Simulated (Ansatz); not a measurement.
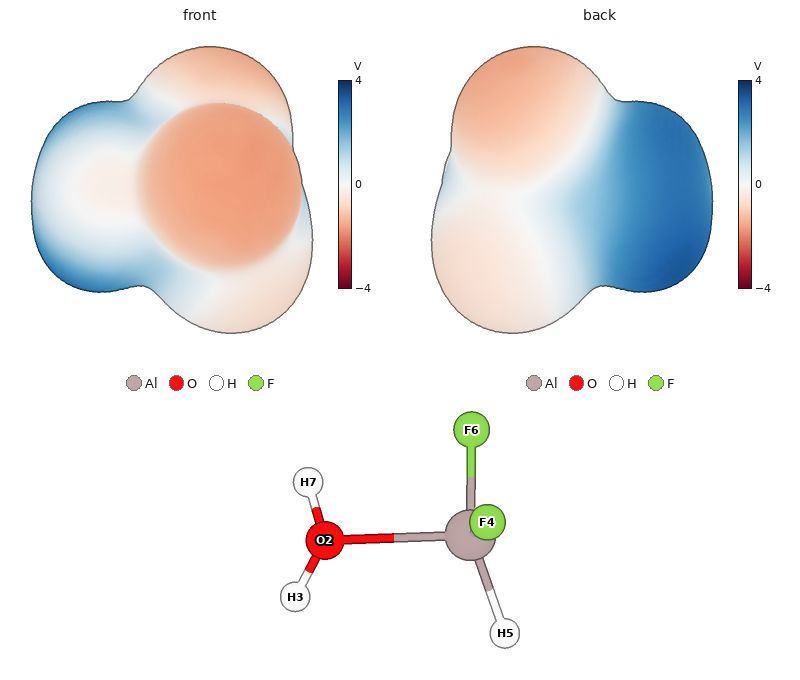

Figure. AlF$_{2}$H$_{3}$O. The electrostatic potential painted on the density surface at 0.001 e/bohr³, seen from the front and from behind; the colour scale runs from red (negative) to blue (positive). The bare structure is drawn below in the same view.

Theory: RKS B3LYP/def2-SVP in Ansatz.

Input

```
crystal:
  periodic: [false, false, false]
  atoms:
    - { symbol: Al, position_ang: [-0.073421, -0.24196, 0.019164] }
    - { symbol: O, position_ang: [-0.030645, -0.269364, 1.773887] }
    - { symbol: H, position_ang: [-0.8255, -0.423797, 2.2938] }
    - { symbol: F, position_ang: [1.416968, -0.305267, -0.70928] }
    - { symbol: H, position_ang: [-1.405478, -0.284062, -0.804023] }
    - { symbol: F, position_ang: [0.060185, 2.461409, 0.995802] }
    - { symbol: H, position_ang: [0.209391, 1.92154, 1.73645] }
basis:
  gaussian: { orbitals: def2-SVP }
hamiltonian:
  xc: b3lyp
relax:
  f_tol: 0.03
  max_steps: 50
output:
  orbitals: {}
```

Run with:

```sh
ansatz run input.yaml --threads 1 --pin off --max-ram 2048MiB --backend cpu --events-out ev --progress --plain --runs-dir out
```

The fields are those of the run's last geometry, not of the input's.

Question: Which sites attract a positive test charge, and which a negative one?

Answer: A positive charge is drawn to the negative regions and a negative charge to the positive ones. The most negative region (about −1.7 V) lies over F4, the most positive (about +3.3 V) over H3.
